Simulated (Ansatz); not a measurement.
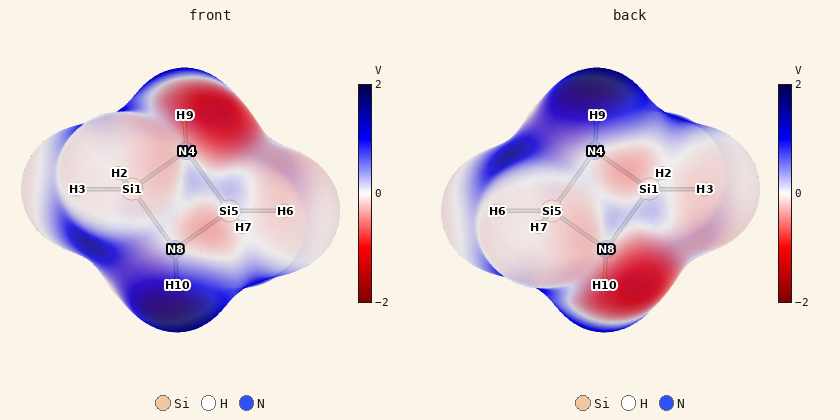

Figure 1: H₆N₂Si₂. The molecular electrostatic potential painted on the density surface at 0.002 e/bohr³, seen from the front and from behind; the colour scale runs from red (negative) to blue (positive).

Geometry: PBE-D4/def2-SVP; not at a stationary point (largest force 0.7 eV/Å).

Level of theory: RKS PBE0-D4/def2-TZVP (Ansatz 0.2.0).

Input file:

```
crystal:
  periodic: [false, false, false]
  atoms:
    - {symbol: Si, position_ang: [0.911059, 0.891651, -0.088031]}
    - {symbol: H, position_ang: [0.760421, 2.276362, -0.671049]}
    - {symbol: H, position_ang: [2.343665, 0.761806, 0.371111]}
    - {symbol: N, position_ang: [-0.287601, 0.403348, 1.109155]}
    - {symbol: Si, position_ang: [-0.910940, -0.891751, 0.088058]}
    - {symbol: H, position_ang: [-2.343553, -0.761853, -0.371042]}
    - {symbol: H, position_ang: [-0.760363, -2.276465, 0.671091]}
    - {symbol: N, position_ang: [0.287568, -0.403302, -1.109207]}
    - {symbol: H, position_ang: [-0.265199, 0.480738, 2.125000]}
    - {symbol: H, position_ang: [0.264952, -0.480534, -2.125085]}
basis:
  gaussian: {orbitals: def2-TZVP, initial_orbitals: start.molden}
hamiltonian: {xc: pbe0, dispersion: d4}
scf: {omitted_lower_state_checks: [starts]}
output: {forces: true, orbitals: {seedname: orbitals}}
```

Run with:

```sh
ansatz run in.yaml --threads 2 --pin off --events-out ev --progress --plain --max-ram 4352MiB
```

Q: Describe the electrostatic potential map.

A: The most negative region (about −1.1 V) lies over N4 and N8, the most positive (about +1.8 V) over H9 and H10.
